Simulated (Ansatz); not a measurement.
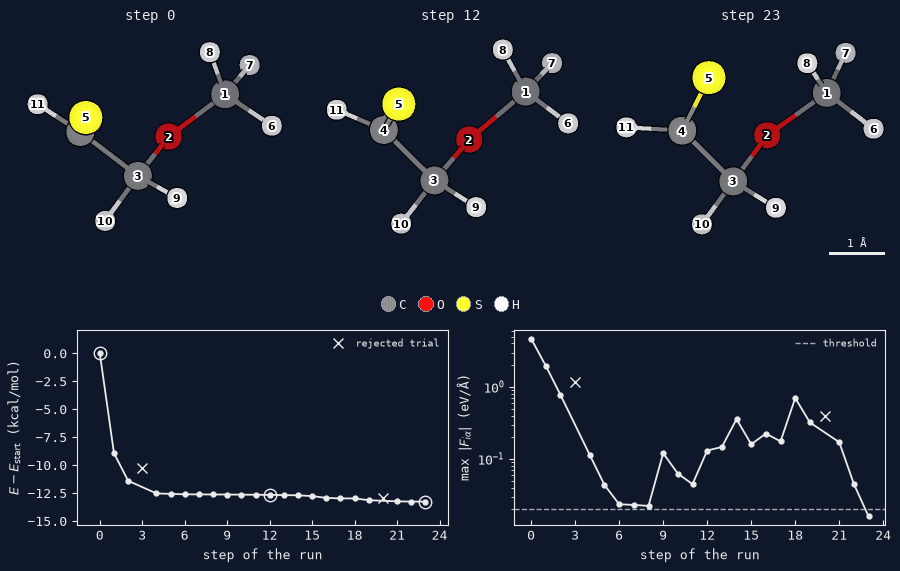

Frames of a relaxation of C₃H₆OS, marked on the history of the run. A ball-and-stick model, seen at a tilt.

The run prepares an end point of a later path (hydrogen shift) calculation, from a guessed geometry.

Theory: RKS PBE-D4/STO-3G (Ansatz). Settings: no spin polarisation; force threshold 0.02 eV/Å; at most 50 steps.

Describe the path.

S5 moves most after the best rigid fit: 0.94 Å. Largest moves by element: S 0.94 Å, H 0.51 Å, C 0.14 Å, O 0.07 Å. Among the contacts that change: C1–O2 1.361 → 1.478 Å, O2–C3 1.393 → 1.504 Å, C4–H11 1.155 → 1.116 Å, C3–H9 1.085 → 1.119 Å. Among the angles between lasting bonds that change: C4–C3–H10 102.5° → 111.6°, O2–C3–C4 113.6° → 106.6°, H6–C1–H7 104.4° → 109.3°. Groups turn about C3–C4 by about 35°. After 21 accepted moves (23 points after the start) the energy has fallen by 13.3 kcal/mol. The largest force component goes from 4.7 to 0.016 eV/Å. The line search rejected the trial steps at points 3, 20 of the run. The run took 41 s on 1 thread of Intel(R) Xeon(R) Platinum 8488C (Sapphire Rapids) (shared host), peak memory 0.14 GiB. From step 0 to 12: S5 moves most (0.35 Å), energy −12.6 kcal/mol. From step 12 to 23: S5 moves most (0.63 Å), energy −0.60 kcal/mol.

| step | E − E(0), kcal/mol | largest force component, eV/Å | note |
| --- | --- | --- | --- |
| 0 | 0.00 | 4.6703 |  |
| 1 | -8.92 | 1.9595 |  |
| 2 | -11.39 | 0.7763 |  |
| 3 | -10.29 | 1.1611 | rejected |
| 4 | -12.52 | 0.1136 |  |
| 5 | -12.56 | 0.0437 |  |
| 6 | -12.60 | 0.0236 |  |
| 7 | -12.61 | 0.0231 |  |
| 8 | -12.61 | 0.0224 |  |
| 9 | -12.62 | 0.1206 |  |
| 10 | -12.63 | 0.0628 |  |
| 11 | -12.64 | 0.0448 |  |
| 12 | -12.65 | 0.1313 |  |
| 13 | -12.66 | 0.1468 |  |
| 14 | -12.69 | 0.3577 |  |
| 15 | -12.76 | 0.1604 |  |
| 16 | -12.92 | 0.2251 |  |
| 17 | -12.96 | 0.1759 |  |
| 18 | -12.97 | 0.7010 |  |
| 19 | -13.12 | 0.3214 |  |
| 20 | -12.92 | 0.3912 | rejected |
| 21 | -13.23 | 0.1713 |  |
| 22 | -13.25 | 0.0450 |  |
| 23 | -13.25 | 0.0160 |  |

Limits of the set-up: STO-3G is a minimal basis, so the numbers are rough.
